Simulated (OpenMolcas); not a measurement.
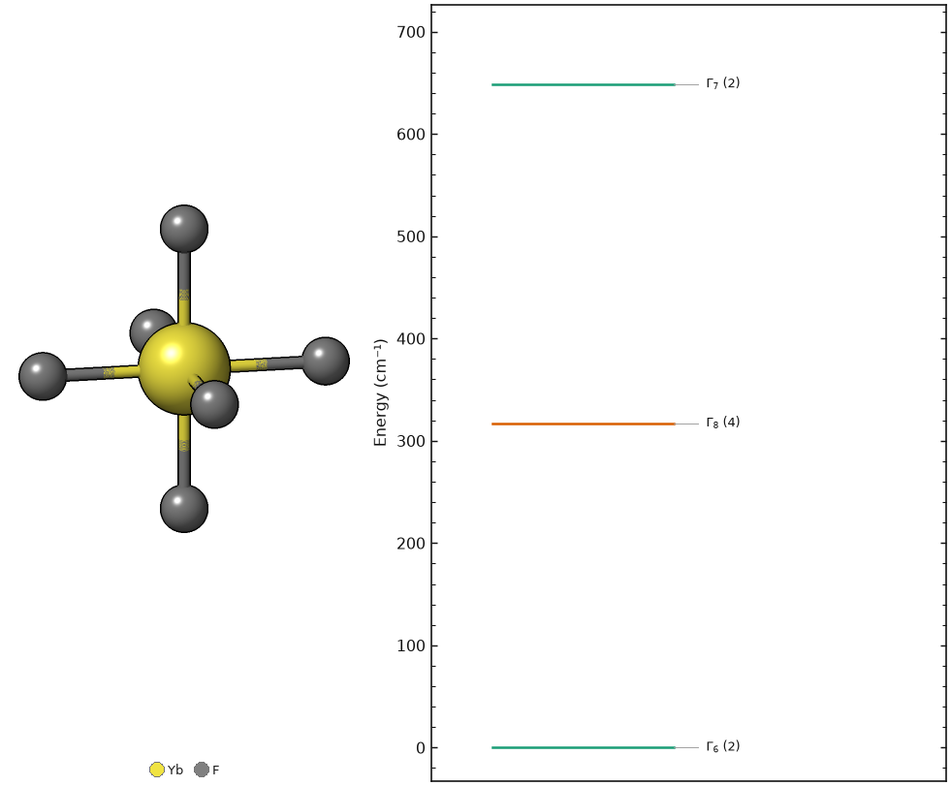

Yb³⁺ (4f¹³) as a dopant in K₂NaGaF₆, a cluster with its 6 nearest F⁻ at 2.178 Å (octahedron) embedded in model potentials and point charges; the geometry was set, not optimised, and its levels. Labels give the representation in O, Td, D4 or D3 as the site allows (double group for half-integer spin) where it could be assigned and, in brackets, the degeneracy; spin-free states, where drawn, share the zero of the spin-orbit levels. Level of the calculation: state-averaged CASSCF, active space 13 electrons in the shell 4f, basis ANO-RCC-VDZP on all atoms, DKH2 scalar Hamiltonian, spin-orbit coupling by RASSI with atomic mean-field integrals (OpenMolcas).

Q: Describe the ground state and the low levels.

A: The ground level is Γ₆, a Kramers doublet, 100 % from states of spin multiplicity 2, effective J = 3.49, with |mJ| = 1/2 the largest share (58 %). Its principal g values are 2.65, 2.65 and 2.65, isotropic. The next level lies at 317 cm⁻¹ (Γ₈). The lowest J multiplet spreads over 648 cm⁻¹. The active orbitals hold 99 to 100 % metal character (Löwdin), and the Mulliken charge of the metal is +2.73.

Known limits: the geometry is set by hand, with no relaxation and no charge compensation.
